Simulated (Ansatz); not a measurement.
# GaHClO (SMILES [O][GaH][Cl]) at UHF/3-21G

What is the electronic atomisation energy of GaHClO at UHF/3-21G? 

The results are computed with Ansatz 0.2.0.

70 further runs of the same task are left out: 1 that didn't finish, 69 set aside as unsound or not needed. Runs told in other sessions of the task aren't counted.

### 1 The structure to begin with

GaHClO has 4 atoms, charge 0, and is taken as a doublet. As SMILES, `[O][GaH][Cl]`. The shape is that of a PBE0-D4/def2-TZVP optimisation.

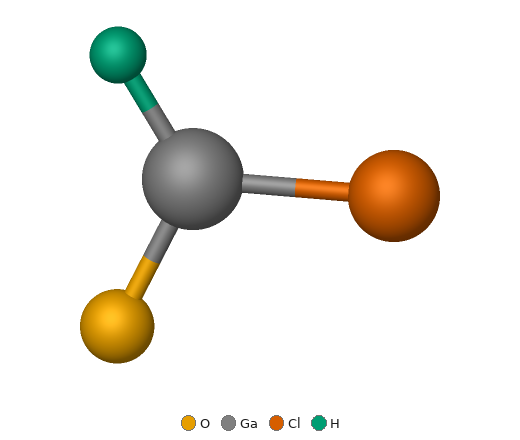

Viewed from a chosen angle; oxygen amber, gallium grey, chlorine orange, hydrogen teal.

### 2 The energy at UHF/3-21G

Input file job.yaml:

```yaml
crystal:
  periodic: [false, false, false]
  atoms:
    - {symbol: O, position_ang: [-1.739800, -0.117700, -0.212200]}
    - {symbol: Ga, position_ang: [0.030900, 0.144300, -0.061200]}
    - {symbol: Cl, position_ang: [1.050700, -1.557300, 0.708800]}
    - {symbol: H, position_ang: [0.713700, 1.470500, -0.455700]}
basis:
  gaussian:
    orbitals: 3-21G-spherical.json
magnetization:
  spin_polarized: true
  initial_magnetization: 1
hamiltonian:
  xc: hf
accuracy: high
output: {orbitals: {seedname: orbitals}}
```

The basis set 3-21G is read from a file made from the Basis Set Exchange's data (not shown).

On the command line:

```sh
$ ansatz run job.yaml --threads 1 --pin off --max-ram 3480MiB --events-out events.jsonl --progress --plain --runs-dir runs
```

Log:

```text
Warning: RAYON_NUM_THREADS=1 ignored (pool sized by the plan → 1); use --threads N
Functional definition: HF
  name "HF"
  exchange = exact_x
  correlation = 0
813 factors; integrals over basis functions are off by at most 3.9e-9 eV
mean field evaluation 1: about -66556.9745 eV, gradient 3.0e1 eV
mean field evaluation 2: about -66556.9931 eV, gradient 3.0e1 eV
mean field evaluation 4: about -66564.2343 eV, gradient 5.8e0 eV
mean field evaluation 8: about -66564.8961 eV, gradient 7.7e-1 eV
mean field evaluation 16: about -66564.9784 eV, gradient 2.1e-8 eV
mean field evaluation 32: about -66564.7324 eV, gradient 1.4e0 eV
mean field evaluation 64: about -66564.7211 eV, gradient 1.3e0 eV
mean field evaluation 96: about -66561.3123 eV, gradient 8.8e0 eV
mean field evaluation 128: about -66564.9784 eV, gradient 1.2e-5 eV
mean field -66564.97838525 eV, -2446.2178362950 hartree, gradient 2.2e-8 eV, S^2 0.756443; 3 other end points of the search recorded, 0 dependent functions left out
reference -66564.97838525 eV, -2446.2178362950 hartree; 29, 28 occupied and 17, 18 virtual orbitals, 813 factors
Total energy: -66564.97838525 eV, -2446.2178362950 hartree
```

It took 2.3 s on 1 thread of Arm Neoverse V2, shared host; peak memory 0.13 GiB.

### 3 The Cl atom

Input file job.yaml:

```yaml
basis:
  gaussian: {orbitals: 3-21G.json}
crystal:
  periodic: [false, false, false]
  atoms:
    - {symbol: Cl, position_ang: [0.000000, 0.000000, 0.000000]}
magnetization: {spin_polarized: true, initial_magnetization: 1}
hamiltonian: {xc: hf}
accuracy: high
```

The basis set 3-21G is read from a file made from the Basis Set Exchange's data (not shown).

On the command line:

```sh
$ ansatz run job.yaml --threads 1 --pin off --max-ram 3480MiB --events-out events.jsonl --progress --plain --runs-dir runs
```

Log:

```text
Warning: RAYON_NUM_THREADS=1 ignored (pool sized by the plan → 1); use --threads N
[... 4 set-up lines as earlier in the session ...]
77 factors; integrals over basis functions are off by at most 2.5e-9 eV
mean field evaluation 1: about -12443.0941 eV, gradient 2.3e0 eV
mean field evaluation 2: about -12443.0959 eV, gradient 2.2e0 eV
mean field evaluation 4: about -12443.1283 eV, gradient 2.2e-1 eV
mean field evaluation 8: about -12443.1289 eV, gradient 2.9e-3 eV
mean field evaluation 16: about -12443.1234 eV, gradient 6.8e-1 eV
mean field evaluation 32: about -12443.1289 eV, gradient 9.0e-3 eV
mean field -12443.12887118 eV, -457.2765517601 hartree, gradient 6.4e-8 eV, S^2 0.750372; 0 other end points of the search recorded, 0 dependent functions left out
reference -12443.12887118 eV, -457.2765517601 hartree; 9, 8 occupied and 4, 5 virtual orbitals, 77 factors
Total energy: -12443.12887118 eV, -457.2765517601 hartree
```

It took 0.04 s on 1 thread of Arm Neoverse V2, shared host.

### 4 The Ga atom

Input file run.yaml:

```yaml
basis:
  gaussian:
    orbitals: 3-21G-spherical.json
crystal:
  periodic: [false, false, false]
  atoms:
    - {symbol: Ga, position_ang: [0.000000, 0.000000, 0.000000]}
magnetization:
  spin_polarized: true
  initial_magnetization: 1
hamiltonian:
  xc: hf
accuracy: high
```

The basis set 3-21G is read from a file made from the Basis Set Exchange's data (not shown).

On the command line:

```sh
$ ansatz run run.yaml --threads 1 --pin off --max-ram 3480MiB --events-out events.jsonl --progress --plain --runs-dir runs
```

Log:

```text
Warning: RAYON_NUM_THREADS=1 ignored (pool sized by the plan → 1); use --threads N
[... 4 set-up lines as earlier in the session ...]
178 factors; integrals over basis functions are off by at most 4.3e-9 eV
mean field evaluation 1: about -52076.7801 eV, gradient 1.9e0 eV
mean field evaluation 2: about -52076.7888 eV, gradient 1.9e0 eV
mean field evaluation 4: about -52076.8856 eV, gradient 8.1e-2 eV
mean field evaluation 8: about -52076.8839 eV, gradient 1.0e-3 eV
mean field evaluation 16: about -52076.8877 eV, gradient 2.8e-1 eV
mean field evaluation 32: about -52076.8839 eV, gradient 2.4e-3 eV
mean field -52076.88388585 eV, -1913.7901838251 hartree, gradient 3.6e-8 eV, S^2 0.750353; 1 other end points of the search recorded, 0 dependent functions left out
reference -52076.88388585 eV, -1913.7901838251 hartree; 16, 15 occupied and 6, 7 virtual orbitals, 178 factors
Total energy: -52076.88388585 eV, -1913.7901838251 hartree
```

Run time: 0.1 s. Hardware: 1 thread of Arm Neoverse V2, shared host.

### 5 The H atom at the same level

Input file molecule.yaml:

```yaml
crystal:
  periodic: [false, false, false]
  atoms:
    - {symbol: H, position_ang: [0.000000, 0.000000, 0.000000]}
basis:
  gaussian: {orbitals: 3-21G.json}
total_charge: 0
magnetization: {spin_polarized: true, initial_magnetization: 1}
hamiltonian: {xc: hf}
accuracy: high
```

The basis set 3-21G is read from a file made from the Basis Set Exchange's data (not shown).

Run the same way, it converges to -0.49620 Eh (log not shown).

### 6 The O atom at the same level

Input file job.yaml:

```yaml
crystal:
  periodic: [false, false, false]
  atoms:
    - {symbol: O, position_ang: [0.000000, 0.000000, 0.000000]}
basis:
  gaussian: {orbitals: 3-21G.json}
magnetization: {spin_polarized: true, initial_magnetization: 2}
hamiltonian: {xc: hf}
accuracy: high
```

The basis set 3-21G is read from a file made from the Basis Set Exchange's data (not shown).

Run the same way, it converges to -74.39366 Eh (log not shown).

### 7 What came out

Level: UHF/3-21G.

| quantity | value |
| --- | --- |
| molecule: total energy | -2446.21784 Eh |
| molecule: HOMO energy (highest over α and β) | -12.31 eV |
| molecule: LUMO energy (lowest over α and β) | 1.27 eV |
| molecule: ⟨S²⟩ | 0.756 |
| Cl atom: total energy | -457.27655 Eh |
| Cl atom: ⟨S²⟩ | 0.750 |
| Ga atom: total energy | -1913.79018 Eh |
| Ga atom: ⟨S²⟩ | 0.750 |
| H atom: total energy | -0.49620 Eh |
| H atom: ⟨S²⟩ | 0.750 |
| O atom: total energy | -74.39366 Eh |
| O atom: ⟨S²⟩ | 2.001 |
| electronic atomisation energy | 7.109 eV |

Taking the molecule apart into free atoms costs 7.11 eV (686 kJ/mol), before zero-point energy and without spin-orbit coupling. Hartree–Fock lacks the correlation of the bonding pairs, which as a rule makes this value much too low; in minimal bases other errors can mask that. The basis has no polarisation functions, which makes bonds too weak.
